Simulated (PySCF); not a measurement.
**H11N3Si4 (SMILES [SiH3]N([SiH3])[SiH]1N[SiH2]N1): density, localisation and related maps**

```xyz
18

Si   -1.3597    1.6620    0.3087
N    -1.1001   -0.0600    0.3231
Si   -2.2424   -1.2238   -0.2680
Si    0.5093   -0.6469    0.5819
N     1.4567   -1.0009   -0.8284
Si    2.6768    0.2028   -0.5416
N     1.6905    0.6050    0.8239
H    -0.8531    2.2039    1.5719
H    -0.7119    2.3119   -0.8341
H    -2.8101    1.8472    0.2298
H    -2.0028   -1.5479   -1.6798
H    -2.0915   -2.4330    0.5431
H    -3.5751   -0.6477   -0.1059
H     0.5019   -1.7062    1.5887
H     1.3102   -1.6281   -1.5958
H     2.7548    1.2577   -1.5484
H     3.9698   -0.3819   -0.1958
H     1.8679    1.1923    1.6149
```

Geometry: GFN2-xTB.

These are results of CAM-B3LYP/def2-SVPD, SCF density, gas phase in PySCF 2.14.0, not measurements.

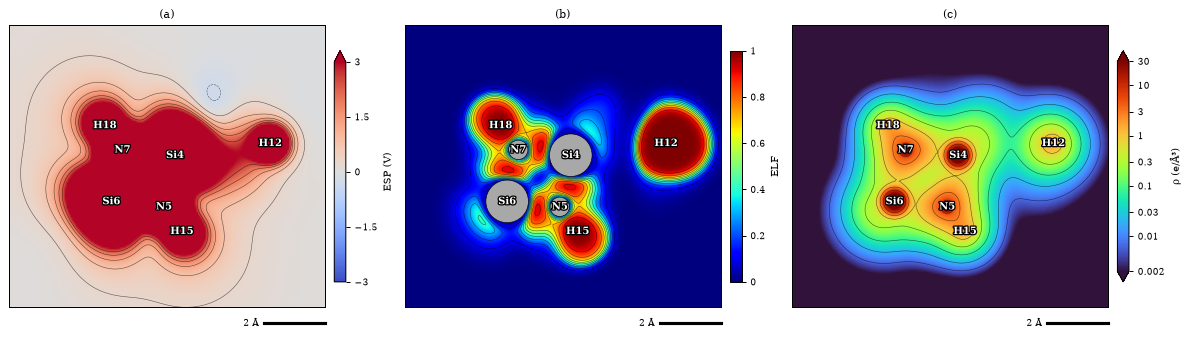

Figure 1. (a) molecular electrostatic potential; (b) electron localisation function; (c) total electron density on the plane of atoms N5, Si6 and N7. Grey discs cover the atomic cores in the ELF map.

Q: Interpret the plot.

A: The plane passes through Si, N and H nuclei.
Si–N (1.73 Å): ρ is about 1.1 e/Å³ halfway; the ELF peaks at about 0.90 between the atoms: a polar covalent bond.
N–H (1.00 Å): ρ at the midpoint is about 2.8 e/Å³; the ELF climbs to about 1 towards the hydrogen, as it does in any bond to H; a covalent bond by its length.
Outside the dense part of the molecule the potential is most negative (−0.3 V) near N2, which lies off the plane.

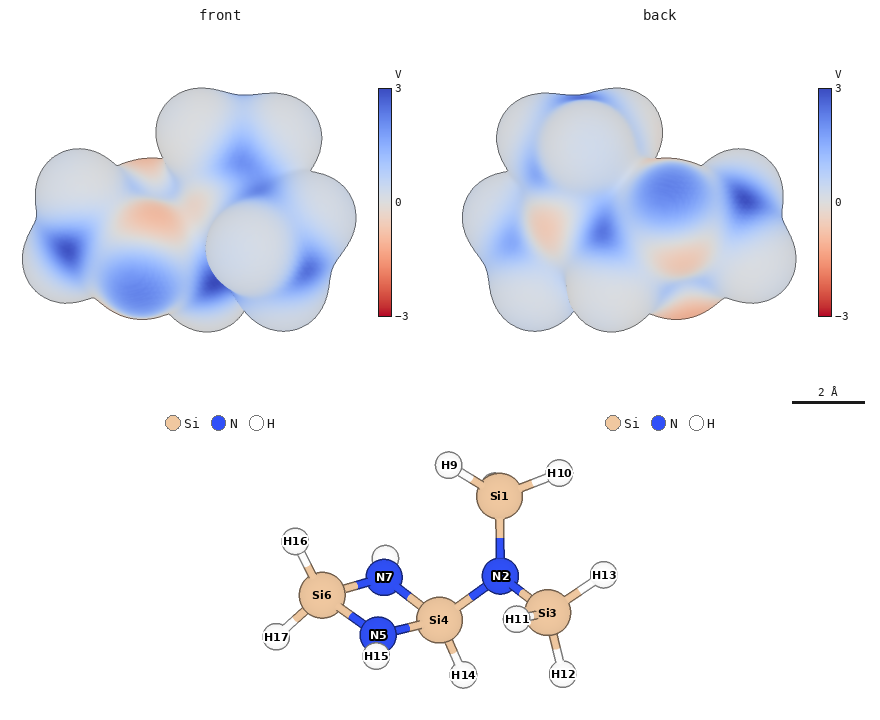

Figure 2. The electrostatic potential painted on the density surface at 0.004 e/bohr³, seen from the front and from behind; the colour scale runs from red (negative) to blue (positive). The bare structure is drawn below in the same view.

Q: Describe the electrostatic potential map.

A: The most negative region (about −0.9 V) lies over N5, the most positive (about +2.8 V) over Si3, Si4 and Si6.
